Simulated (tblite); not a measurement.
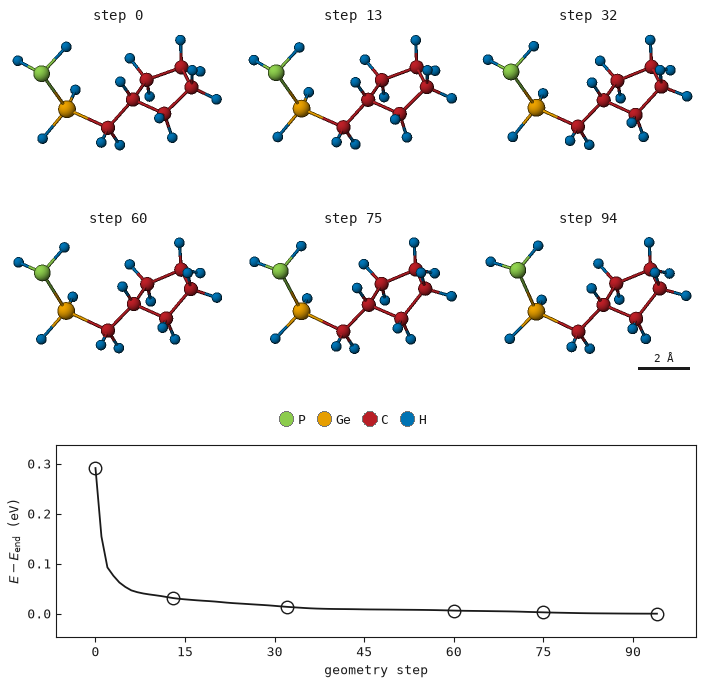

Frames of a relaxation of C$_{6}$H$_{15}$GeP, marked on the history of the run. A ball-and-stick model, seen at a tilt.

All numbers below come from GFN2-xTB geometry optimisation, gas phase in tblite. 

Q: What happens along the run?

A: The atom that moves furthest after the best rigid fit is an H atom (0.42 Å). By element the largest moves are H 0.42 Å, P 0.35 Å, C 0.14 Å, Ge 0.03 Å. Among the contacts that change: H–P 1.464 → 1.387 Å, C–Ge 1.941 → 1.985 Å, Ge–H 1.556 → 1.515 Å, C–C 1.553 → 1.519 Å. Among the angles between lasting bonds that change: H–Ge–H 108.6° → 103.6°, P–Ge–H 109.8° → 114.3°, C–C–C 111.8° → 114.3°. Over 94 geometry steps the energy falls by 0.291 eV. The run took 1.5 s on 1 thread of Arm Neoverse N1 (shared host). From step 0 to 13: an H atom moves most (0.13 Å), energy −0.260 eV. From step 13 to 32: an H atom moves most (0.16 Å), energy −0.018 eV. From step 32 to 60: an H atom moves most (0.13 Å), energy −0.007 eV. From step 60 to 75: an H atom moves most (0.16 Å), energy −0.004 eV. From step 75 to 94: an H atom moves most (0.13 Å), energy −0.003 eV.

```csv
step,"E − E(0), eV"
0,0.0000
1,-0.1371
2,-0.1988
3,-0.2155
4,-0.2290
5,-0.2379
6,-0.2448
7,-0.2484
8,-0.2510
9,-0.2529
10,-0.2545
14,-0.2617
19,-0.2663
23,-0.2703
28,-0.2740
32,-0.2777
37,-0.2812
41,-0.2822
45,-0.2828
50,-0.2834
54,-0.2838
59,-0.2849
63,-0.2859
67,-0.2865
72,-0.2878
76,-0.2891
81,-0.2903
85,-0.2909
90,-0.2913
94,-0.2914
```
